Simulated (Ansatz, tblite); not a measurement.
# In9P9 wurtzite bond sphere (In₉P₉H₂₆): removing and adding an electron

Aim: the energy of removing and adding an electron for In9P9 wurtzite bond sphere (In₉P₉H₂₆), by energy differences, and how well orbital energies stand in for it.

Computed with Ansatz 0.2.0, Gaussian basis. Level: as each input shows.

Plan: charge +1 doublet, at the geometry of the singlet (PBE0-D4/def2-SVP, PBE-D4/def2-SVP); charge -1 doublet, at the geometry of the singlet (PBE0-D4/def2-SVP, PBE-D4/def2-SVP); the starting singlet's energies come from earlier runs.

1 further run of the same task is left out (set aside as unsound or not needed).

### Step 1. The relaxed structure

The geometry is that of the singlet, from an earlier relaxation (PBE-D4/def2-SVP).

44 atoms, charge 0, spin multiplicity 1.

Atoms are counted from 1 here; the program's logs count them from 0.

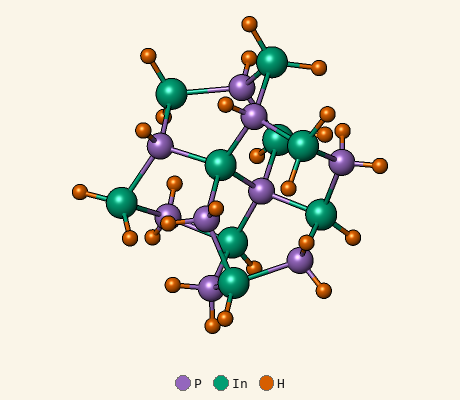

The structure; phosphorus purple, indium teal, hydrogen orange.

In takes a core potential in the def2 sets. No spin-orbit coupling is included.

### Step 2. Charge +1 doublet at the fixed geometry, PBE0-D4/def2-SVP

Contents of in.yaml:

```yaml
crystal:
  periodic: [false, false, false]
  atoms:
    - {symbol: P, position_ang: [1.162329, -3.917257, -0.376644]}
    - {symbol: In, position_ang: [-1.231952, -3.061693, 0.142137]}
    - {symbol: P, position_ang: [-0.909896, -2.865867, 2.807916]}
    - {symbol: In, position_ang: [-1.202048, -0.696531, -3.304134]}
    - {symbol: P, position_ang: [-1.134688, -0.655554, -0.620641]}
    - {symbol: In, position_ang: [-3.267314, 0.465453, 0.138117]}
    - {symbol: In, position_ang: [-1.087804, -0.623446, 4.108449]}
    - {symbol: P, position_ang: [-2.941268, 0.647478, 2.804594]}
    - {symbol: P, position_ang: [-2.809630, 2.966640, -0.379503]}
    - {symbol: In, position_ang: [3.266081, -2.898809, 0.920909]}
    - {symbol: In, position_ang: [3.148933, -0.835604, -3.161699]}
    - {symbol: P, position_ang: [1.019946, 0.586352, -3.685066]}
    - {symbol: P, position_ang: [3.031528, -0.726936, -0.488176]}
    - {symbol: In, position_ang: [0.953466, 0.550571, 0.197030]}
    - {symbol: P, position_ang: [0.885766, 0.513336, 2.873456]}
    - {symbol: In, position_ang: [0.850384, 3.141436, -3.164911]}
    - {symbol: P, position_ang: [0.887577, 2.988082, -0.491228]}
    - {symbol: In, position_ang: [-0.875024, 4.277626, 0.918655]}
    - {symbol: H, position_ang: [1.131308, -5.346832, -0.427998]}
    - {symbol: H, position_ang: [1.336828, -3.658218, -1.773658]}
    - {symbol: H, position_ang: [-2.591875, -4.104072, -0.117527]}
    - {symbol: H, position_ang: [-1.611643, -3.867679, 3.551446]}
    - {symbol: H, position_ang: [0.425605, -3.281341, 3.116325]}
    - {symbol: H, position_ang: [-1.043869, -2.400921, -3.666179]}
    - {symbol: H, position_ang: [-2.598892, 0.292270, -3.667709]}
    - {symbol: H, position_ang: [-4.850017, -0.190259, -0.123580]}
    - {symbol: H, position_ang: [-1.175084, -0.672081, 5.835921]}
    - {symbol: H, position_ang: [-4.160816, 0.535620, 3.545615]}
    - {symbol: H, position_ang: [-2.638958, 2.012515, 3.114989]}
    - {symbol: H, position_ang: [-2.498713, 2.989386, -1.776644]}
    - {symbol: H, position_ang: [-4.063020, 3.654962, -0.429471]}
    - {symbol: H, position_ang: [4.659468, -3.840710, 0.494170]}
    - {symbol: H, position_ang: [2.649006, -2.652093, 2.544790]}
    - {symbol: H, position_ang: [2.755980, -2.512388, -3.478589]}
    - {symbol: H, position_ang: [4.615373, -0.006169, -3.598819]}
    - {symbol: H, position_ang: [1.068533, 0.613115, -5.120839]}
    - {symbol: H, position_ang: [4.048690, 0.162198, -0.007370]}
    - {symbol: H, position_ang: [2.087398, -0.052256, 3.402922]}
    - {symbol: H, position_ang: [1.004081, 1.835659, 3.403981]}
    - {symbol: H, position_ang: [-0.799164, 3.637230, -3.480642]}
    - {symbol: H, position_ang: [2.300313, 3.998413, -3.603856]}
    - {symbol: H, position_ang: [2.166609, 3.424080, -0.011319]}
    - {symbol: H, position_ang: [-0.970194, 3.618730, 2.542037]}
    - {symbol: H, position_ang: [-0.993343, 5.955582, 0.492775]}
basis:
  gaussian: {orbitals: def2-SVP, fitting: {mean_field: def2-universal-jkfit}}
total_charge: 1
magnetization: {spin_polarized: true, initial_magnetization: 1}
hamiltonian: {xc: pbe0, dispersion: d4}
scf: {omitted_lower_state_checks: [starts]}
output: {orbitals: {seedname: orbitals}}
```

Started as:

```
$ ansatz run in.yaml --threads 2 --pin off --events-out ev --progress --plain --max-ram 32768MiB --backend cuda --devices 0, --max-vram 18GiB
```

The log of the run:

```text
Functional definition: PBE0
  name "PBE0"
  cite "Adamo & Barone, J. Chem. Phys. 110, 6158 (1999) doi:10.1063/1.478522"
  cite "Perdew, Burke & Ernzerhof, Phys. Rev. Lett. 77, 3865 (1996) doi:10.1103/PhysRevLett.77.3865"
  parent pbe
  parameter a = 0.25
  parameter kappa = 0.804
  parameter beta = 0.06672455060314922
  exchange = (1 - a)*pbe_x(kappa = kappa, mu = beta*pi^2/3) + a*exact_x
  correlation = pbe_c(beta = beta)
these checks for a lower state are left out or cut short: starts
3582 factors; integrals over basis functions are off by at most 3.4e-1 eV
mean field evaluation 1: about -130523.8173 eV, gradient 2.7e1 eV
mean field evaluation 2: about -130523.9861 eV, gradient 2.7e1 eV
mean field evaluation 4: about -130528.5427 eV, gradient 2.3e0 eV
mean field evaluation 8: about -130528.5945 eV, gradient 3.4e-1 eV
mean field evaluation 16: about -130528.5982 eV, gradient 4.6e-3 eV
mean field evaluation 32: about -130528.5982 eV, gradient 6.2e-5 eV
mean field -130528.59824564 eV, -4796.8375100658 hartree, gradient 6.0e-6 eV, S^2 0.756312; 0 other end points of the search recorded, 0 dependent functions left out
reference -130528.59834529 eV, -4796.8375137277 hartree; 175, 174 occupied and 351, 352 virtual orbitals, 3582 factors
Total energy: -130531.36926780 eV, -4796.9393432518 hartree
Checks for a lower state left out: starts
```

Run time: 21 s. Hardware: 1 × H100 (card shared with other runs) with 2 threads of AMD EPYC 7R13, shared host; peak host memory 1.3 GiB.

HOMO -9.75 eV, LUMO -8.60 eV (over both spins); ⟨S²⟩ 0.756 (pure: 0.75).

### Step 3. Charge +1 doublet at the fixed geometry, PBE-D4/def2-SVP

start.molden holds the orbitals of an earlier run on this state, given as this run's starting guess.

in.yaml, as its differences from that of step 2:

```diff
@@ -48,6 +48,6 @@
 basis:
-  gaussian: {orbitals: def2-SVP, fitting: {mean_field: def2-universal-jkfit}}
+  gaussian: {orbitals: def2-SVP, fitting: {mean_field: def2-universal-jkfit}, initial_orbitals: start.molden}
 total_charge: 1
 magnetization: {spin_polarized: true, initial_magnetization: 1}
-hamiltonian: {xc: pbe0, dispersion: d4}
+hamiltonian: {xc: pbe, dispersion: d4}
 scf: {omitted_lower_state_checks: [starts]}
```

The command is unchanged.

The log of the run:

```text
Functional definition: PBE
  name "PBE"
  cite "Perdew, Burke & Ernzerhof, Phys. Rev. Lett. 77, 3865 (1996) doi:10.1103/PhysRevLett.77.3865"
  parent pbe
  parameter kappa = 0.804
  parameter beta = 0.06672455060314922
  exchange = pbe_x(kappa = kappa, mu = beta*pi^2/3)
  correlation = pbe_c(beta = beta)
these checks for a lower state are left out or cut short: starts
3582 factors; integrals over basis functions are off by at most 3.4e-1 eV
mean field evaluation 1: about -130519.6144 eV, gradient 9.7e0 eV
mean field evaluation 2: about -130520.1686 eV, gradient 5.7e-1 eV
mean field evaluation 4: about -130520.1931 eV, gradient 7.1e-2 eV
mean field evaluation 8: about -130520.1932 eV, gradient 1.2e-5 eV
mean field -130520.19324846 eV, -4796.5286321163 hartree, gradient 6.5e-6 eV, S^2 0.751905; 0 other end points of the search recorded, 0 dependent functions left out
reference -130520.19338306 eV, -4796.5286370630 hartree; 175, 174 occupied and 351, 352 virtual orbitals, 3582 factors
Total energy: -130523.20914638 eV, -4796.6394643207 hartree
Checks for a lower state left out: starts
```

Wall time 9.5 s (1 × H100 (card shared with other runs) with 2 threads of AMD EPYC 7R13, shared host); peak host memory 1.3 GiB.

HOMO -8.69 eV, LUMO -8.62 eV (over both spins); ⟨S²⟩ 0.752 (pure: 0.75).

### Step 4. Vertical ionisation energy

Charged state less starting state, singlet to doublet; the starting state's energies are those of its earlier runs.

```csv
level,vertical ionisation energy (eV),time
PBE-D4/def2-SVP,+7.18,18 s
PBE0-D4/def2-SVP,+7.62,42 s
```

Times add the two runs; a level without a time comes out of a correlated run.

Beside −ε(HOMO) of the starting state:

| level | −ε(HOMO) (eV) | by difference (eV) | mismatch (eV) |
| --- | --- | --- | --- |
| PBE-D4/def2-SVP | 5.54 | 7.18 | -1.65 |
| PBE0-D4/def2-SVP | 6.49 | 7.62 | -1.13 |

### Step 5. Charge -1 doublet at the fixed geometry, PBE0-D4/def2-SVP

in.yaml, as its differences from that of step 3:

```diff
@@ -48,6 +48,6 @@
 basis:
-  gaussian: {orbitals: def2-SVP, fitting: {mean_field: def2-universal-jkfit}, initial_orbitals: start.molden}
-total_charge: 1
+  gaussian: {orbitals: def2-SVP, fitting: {mean_field: def2-universal-jkfit}}
+total_charge: -1
 magnetization: {spin_polarized: true, initial_magnetization: 1}
-hamiltonian: {xc: pbe, dispersion: d4}
+hamiltonian: {xc: pbe0, dispersion: d4}
 scf: {omitted_lower_state_checks: [starts]}
```

Launched as before.

The log of the run, cut to the lines that bear on the results:

```text
Functional definition: PBE0
  name "PBE0"
  cite "Adamo & Barone, J. Chem. Phys. 110, 6158 (1999) doi:10.1063/1.478522"
  cite "Perdew, Burke & Ernzerhof, Phys. Rev. Lett. 77, 3865 (1996) doi:10.1103/PhysRevLett.77.3865"
  parent pbe
[...]
3582 factors; integrals over basis functions are off by at most 3.4e-1 eV
[...]
mean field -130536.86893552 eV, -4797.1414523127 hartree, gradient 8.9e-6 eV, S^2 0.752479; 0 other end points of the search recorded, 0 dependent functions left out
reference -130536.86903884 eV, -4797.1414561097 hartree; 176, 175 occupied and 350, 351 virtual orbitals, 3582 factors
Total energy: -130539.77341247 eV, -4797.2481898718 hartree
Checks for a lower state left out: starts
```

Run time: 14 s. Hardware: 1 × H100 (card shared with other runs) with 2 threads of AMD EPYC 7R13, shared host; peak host memory 1.3 GiB.

Report: HOMO 0.22 eV, LUMO 1.19 eV (over both spins); ⟨S²⟩ 0.752 (pure: 0.75). Doubts: highest occupied level lies above zero.

### Step 6. Charge -1 doublet at the fixed geometry, PBE-D4/def2-SVP

in.yaml, as its differences from that of step 5:

```diff
@@ -48,6 +48,6 @@
 basis:
-  gaussian: {orbitals: def2-SVP, fitting: {mean_field: def2-universal-jkfit}}
+  gaussian: {orbitals: def2-SVP, fitting: {mean_field: def2-universal-jkfit}, initial_orbitals: start.molden}
 total_charge: -1
 magnetization: {spin_polarized: true, initial_magnetization: 1}
-hamiltonian: {xc: pbe0, dispersion: d4}
+hamiltonian: {xc: pbe, dispersion: d4}
 scf: {omitted_lower_state_checks: [starts]}
```

The command is unchanged.

The log of the run:

```text
Functional definition: PBE
  name "PBE"
  cite "Perdew, Burke & Ernzerhof, Phys. Rev. Lett. 77, 3865 (1996) doi:10.1103/PhysRevLett.77.3865"
  parent pbe
  parameter kappa = 0.804
  parameter beta = 0.06672455060314922
  exchange = pbe_x(kappa = kappa, mu = beta*pi^2/3)
  correlation = pbe_c(beta = beta)
these checks for a lower state are left out or cut short: starts
3582 factors; integrals over basis functions are off by at most 3.4e-1 eV
mean field evaluation 1: about -130527.7127 eV, gradient 9.7e0 eV
mean field evaluation 2: about -130528.2544 eV, gradient 5.0e-1 eV
mean field evaluation 4: about -130528.2768 eV, gradient 1.6e-1 eV
mean field evaluation 8: about -130528.2771 eV, gradient 5.5e-5 eV
mean field evaluation 16: about -130528.2771 eV, gradient 6.7e-6 eV
mean field -130528.27713828 eV, -4796.8257095880 hartree, gradient 6.7e-6 eV, S^2 0.750662; 0 other end points of the search recorded, 0 dependent functions left out
reference -130528.27727524 eV, -4796.8257146210 hartree; 176, 175 occupied and 350, 351 virtual orbitals, 3582 factors
Total energy: -130531.43945078 eV, -4796.9419224287 hartree
Checks for a lower state left out: starts
```

Run time: 11 s. Hardware: 1 × H100 (card shared with other runs) with 2 threads of AMD EPYC 7R13, shared host; peak host memory 1.3 GiB.

From the report: HOMO 0.39 eV, LUMO 0.48 eV (over both spins); ⟨S²⟩ 0.751 (pure: 0.75). Doubts: highest occupied level lies above zero.

### Step 7. Vertical electron affinity

Starting state less charged state (positive: the electron is bound), singlet to doublet; the starting state's energies are those of its earlier runs.

```
           level  vertical electron affinity (eV)  time
 PBE-D4/def2-SVP                            +1.05  19 s
PBE0-D4/def2-SVP                            +0.78  35 s
```

Times add the two runs; a level without a time comes out of a correlated run.

Beside −ε(LUMO) of the starting state:

```
           level  −ε(LUMO) (eV)  by difference (eV)  mismatch (eV)
 PBE-D4/def2-SVP           2.36                1.05          +1.31
PBE0-D4/def2-SVP           1.65                0.78          +0.87
```

### Step 8. Summary of results

| quantity | value |
| --- | --- |
| vertical ionisation energy, functionals in def2-SVP | 7.18 (PBE-D4) to 7.62 eV (PBE0-D4) |
| vertical electron affinity, functionals in def2-SVP | 0.78 (PBE0-D4) to 1.05 eV (PBE-D4) |

The vertical ionisation energy spans 7.18 to 7.62 eV over the functionals. −ε(HOMO) misses the level's own difference by -1.13 eV at best (PBE0-D4) and -1.65 eV at worst (PBE-D4). The vertical electron affinity spans 0.78 to 1.05 eV over the functionals. −ε(LUMO) misses the level's own difference by +0.87 eV at best (PBE0-D4) and +1.31 eV at worst (PBE-D4).

The anion's highest level is positive in at least one run, so there the basis alone may hold the extra electron.
